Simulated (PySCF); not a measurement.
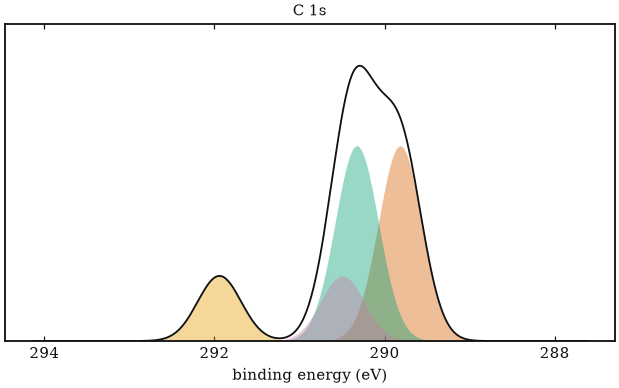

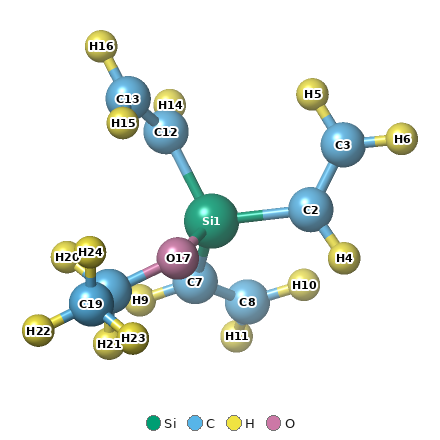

Simulated XPS of C₈H₁₄OSi (Si(vinyl)3(OEt)), SMILES C=C[Si](C=C)(C=C)OCC. Vertical core-electron binding energies by ΔSCF (SCAN, pcX-2 on the ionised atom, pcseg-1 elsewhere, spin-free X2C; PySCF, at a PBE0-D3(BJ)/def2-SVP geometry (no frequency check)), gas phase, against the vacuum level. One atom of each kind was ionised; within a panel, areas follow the number of like atoms, Gaussians of 0.6 eV full width. Only the regions named are shown. Lines closer than the width merge in the curve. The order of lines from different atoms under 0.3 eV apart is within the error of the method.

Q: Which atoms give which peak?

A:
```
level        atoms  binding energy (eV)
 C 1s          C18                291.9
 C 1s          C19                290.5
 C 1s  C3, C8, C13                290.3
 C 1s  C2, C7, C12                289.8
```

Q: How large is the chemical shift across the C 1s region?

A: 2.1 eV, from C2, C7, C12 at 289.8 eV to C18 at 291.9 eV.

Caveats: one conformer of a flexible molecule.
